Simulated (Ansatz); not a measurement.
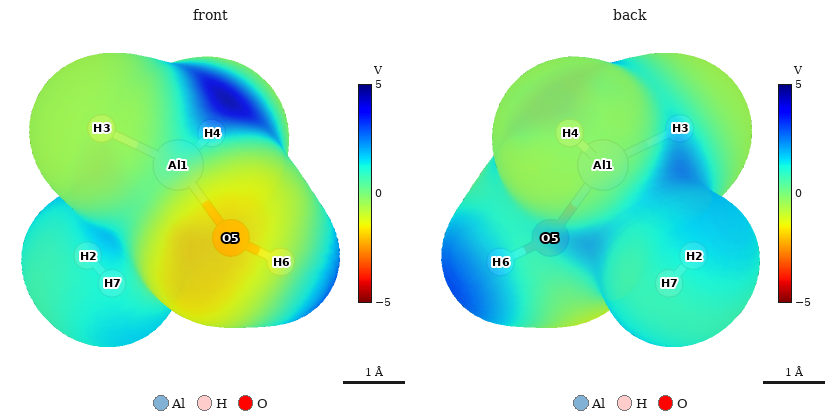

AlH₃O···H₂. The molecular electrostatic potential painted on the density surface at 0.004 e/bohr³, seen from the front and from behind; red is negative and blue positive.

Method: RKS PBE-D4/def2-SVP in Ansatz 0.2.0.

```xyz
7

Al    0.0398   -0.5347   -0.3005
H    -0.0394    0.2253    2.0288
H     1.4319    0.2151   -0.4769
H    -1.3908    0.1522   -0.5124
O     0.1674   -2.2332   -0.0050
H    -0.6090   -2.8116    0.0581
H     0.0715   -0.5382    2.0620
```

**Where is the surface potential most negative and most positive?**

The most negative region (about −1.9 V) lies over O5, the most positive (about +4.1 V) over Al1. O5 is the likeliest acceptor of a hydrogen bond.
